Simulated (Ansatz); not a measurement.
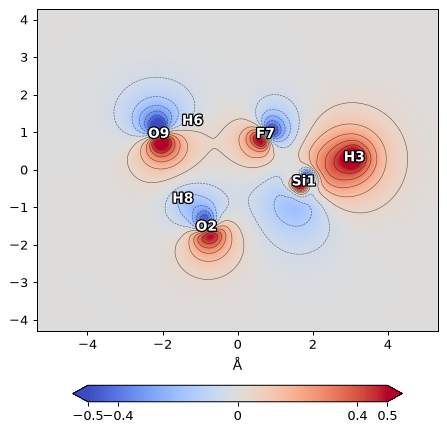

*FH$_{3}$Si···H$_{2}$O···H$_{2}$O. The HOMO−1 on the plane of atoms H3, Si1 and F7 (values in Å⁻³ᐟ²; the overall sign is arbitrary).*

The product side of a reaction path; geometry: PBE0-D4/def2-TZVP.

These are results of RKS PBE0-D4/def2-TZVPP in Ansatz 0.2.0, not measurements.

The calculation's input:

```
crystal:
  periodic: [false, false, false]
  atoms:
    - {symbol: Si, position_ang: [-1.390037, -0.513934, -1.020537]}
    - {symbol: O, position_ang: [-0.299758, 0.283167, 1.505013]}
    - {symbol: H, position_ang: [-1.947841, -0.938060, -2.332549]}
    - {symbol: H, position_ang: [-1.559899, -1.604857, -0.043192]}
    - {symbol: H, position_ang: [-2.029499, 0.757624, -0.626037]}
    - {symbol: H, position_ang: [1.823681, 0.286833, -0.385724]}
    - {symbol: F, position_ang: [0.181566, -0.277425, -1.328544]}
    - {symbol: H, position_ang: [0.648551, 0.424830, 1.336332]}
    - {symbol: O, position_ang: [2.255138, 0.560001, 0.433401]}
    - {symbol: H, position_ang: [-0.624040, 1.111376, 1.863858]}
    - {symbol: H, position_ang: [2.942137, -0.089455, 0.598080]}
basis:
  gaussian: {orbitals: def2-TZVPP}
hamiltonian: {xc: pbe0, dispersion: d4}
output: {orbitals: {seedname: orbitals}}
```

Run with:

```sh
ansatz run in.yaml --threads 4 --pin off --events-out ev --progress --plain --max-ram 9574MiB
```

Question: Where does this orbital lie, and at what energy?

Answer: It lies mainly on Si1 (about 25 %), H3 (about 20 %), O9 (about 15 %), O2 (about 15 %) and H4 (about 10 %). Its energy is −9.25 eV.
